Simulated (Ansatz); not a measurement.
# Calculations on Si₂H₆

## 1. Relaxation

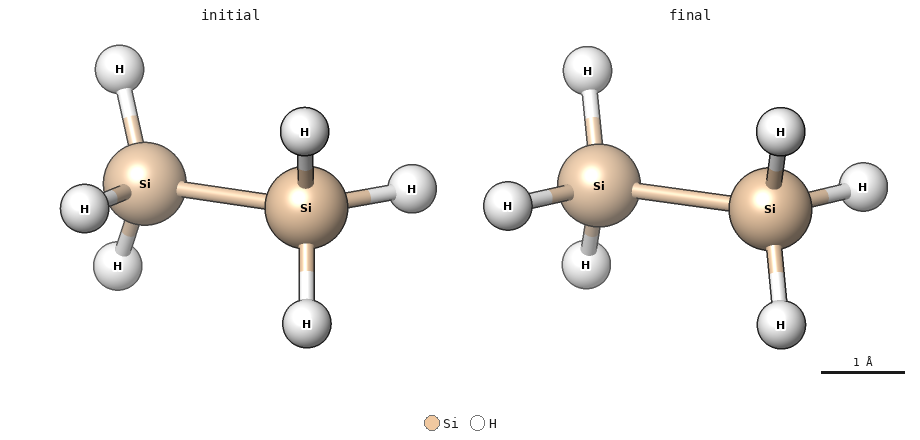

The structure of Si$_{2}$H$_{6}$ before (left) and after (right) a relaxation, at one scale.

Style: ball-and-stick. Shown at a tilt.

The run prepares an end point of a later path (reaction) calculation, from a guessed geometry.

Level of theory: RKS PBE0-D4/6-31G* (Ansatz). (no spin polarisation; force threshold 0.03 eV/Å; at most 50 steps)

What changed between the two?

Answer. The largest move after the best rigid fit is that of an H atom, 0.48 Å. Largest moves by element: H 0.48 Å, Si 0.11 Å. Near-neighbour distances that change, for instance: Si–Si 2.243 → 2.338 Å, H–Si 1.466 → 1.490 Å. Bond angles that change, for instance: H–Si–Si 90.2° → 109.9°, Si–Si–H 119.2° → 111.1°, Si–Si–H 116.4° → 110.8°. Over 3 geometry steps the energy falls by 5.12 kcal/mol. Largest force component: 1.3 eV/Å at the start, 0.015 eV/Å at the end.

## 2. Relaxation

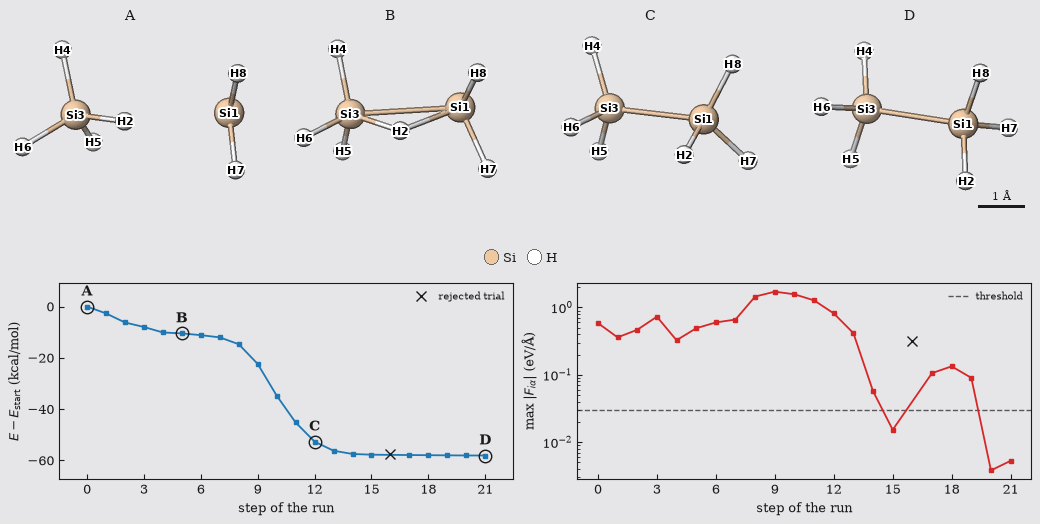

Frames of a relaxation of Si2H6, marked on the history of the run. A ball-and-stick model, seen at a tilt.

The run prepares an end point of a later path (reaction) calculation, from a guessed geometry.

All numbers below come from Ansatz 0.2.0, RKS PBE0-D4/6-31G*.

Input file:
```yaml
crystal:
  periodic: [false, false, false]
  atoms:
    - { symbol: Si, position_ang: [-0.443679, -0.056925, -1.006943] }
    - { symbol: H, position_ang: [1.109632, 0.004751, 1.138227] }
    - { symbol: Si, position_ang: [2.51931, 0.008618, 0.698499] }
    - { symbol: H, position_ang: [2.964429, -1.396238, 0.513032] }
    - { symbol: H, position_ang: [2.671687, 0.77257, -0.566075] }
    - { symbol: H, position_ang: [3.303129, 0.665026, 1.777846] }
    - { symbol: H, position_ang: [-1.013522, 1.090649, -0.172626] }
    - { symbol: H, position_ang: [-1.074185, -1.088451, -0.06986] }
basis:
  gaussian: { orbitals: "6-31G*" }
hamiltonian:
  xc: pbe0
  dispersion: d4
relax:
  f_tol: 0.03
  max_steps: 50
```

Run as
```bash
ansatz run input.yaml --threads 1 --pin off --max-ram 2048MiB --backend cpu --events-out ev --progress --plain --runs-dir out
```

Describe the path.

Answer. The largest move after the best rigid fit is that of H2, 1.94 Å. Largest moves by element: H 1.94 Å, Si 1.37 Å. Among the contacts that change: H2–Si3 1.477 → 3.182 Å, Si1–H2 2.649 → 1.491 Å, Si1–Si3 3.419 → 2.337 Å, Si1–H7 1.529 → 1.491 Å. New bonds form, among them: Si1–H2 (2.65 → 1.49 Å), Si1–Si3 (3.42 → 2.34 Å). Bonds break, among them: H2–Si3 (1.48 → 3.18 Å). Among the angles between lasting bonds that change: H7–Si1–H8 91.0° → 108.4°, H4–Si3–H6 110.5° → 108.4°, H4–Si3–H5 110.5° → 108.4°. After 20 accepted moves (21 points after the start) the energy has fallen by 58.1 kcal/mol. Largest force component: 0.59 eV/Å at the start, 0.0053 eV/Å at the end. The line search rejected the trial step at point 16 of the run. The forces were under the threshold at step 15, but the run went on from there. From step 0 to 5: Si1 moves most (0.69 Å), energy −10.5 kcal/mol. From step 5 to 12: H2 moves most (1.06 Å), energy −42.2 kcal/mol. From step 12 to 21: H atoms move most (0.66 Å), energy −5.40 kcal/mol.

```
step  E − E(0), kcal/mol  largest force component, eV/Å      note
   0                0.00                         0.5862          
   1               -2.66                         0.3594          
   2               -6.20                         0.4653          
   3               -7.96                         0.7288          
   4              -10.09                         0.3258          
   5              -10.46                         0.4908          
   6              -11.13                         0.5985          
   7              -12.01                         0.6609          
   8              -14.67                         1.4500          
   9              -22.36                         1.7123          
  10              -34.70                         1.5673          
  11              -45.18                         1.2713          
  12              -52.65                         0.8162          
  13              -56.19                         0.4153          
  14              -57.45                         0.0571          
  15              -57.74                         0.0153          
  16              -57.63                         0.3205  rejected
  17              -57.88                         0.1059          
  18              -57.93                         0.1336          
  19              -57.99                         0.0901          
  20              -58.04                         0.0038          
  21              -58.05                         0.0053
```

Limits of the set-up: the start holds two separate molecules, 2.6 Å apart at their closest, whose relative position is a soft coordinate.

## 3. Path

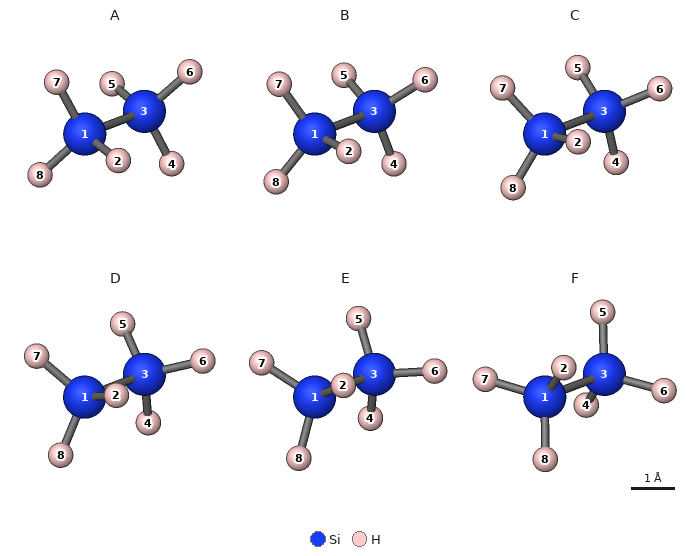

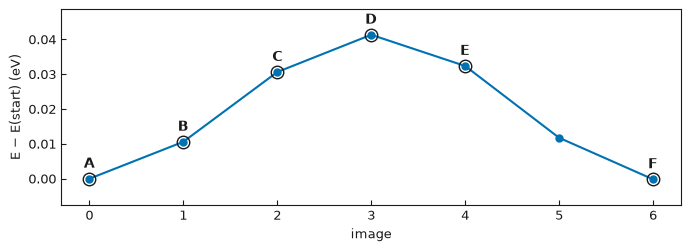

NEB run on Si$_{2}$H$_{6}$. Images are numbered from 0 (start) to 6 (end). Frames A to F are images 0, 1, 2, 3, 4, 6. Style: ball-and-stick. Shown from a free direction.

Computed with Ansatz 0.2.0, RKS PBE0-D4/6-31G*. Set-up: 5 movable images; climbing image; force threshold 0.05 eV/Å; iteration limit 60; starting path through a guess of the saddle point.

Q: Describe the mechanism and the energy profile.

A: No bond forms or breaks between the ends. The barrier is about 0.041 eV in both directions, with image 3 at the top; the ends have the same energy. The band converged in 9 iterations. The largest component of the band force went from 3.2 to 0.028 eV/Å. The climbing image converged on the top of the path. Its vibrational analysis gives one imaginary mode (125i cm⁻¹), as a transition state must have.

The run took 74 s on 1 thread of Arm Neoverse V2, with other jobs on the host, peak memory 0.099 GiB.
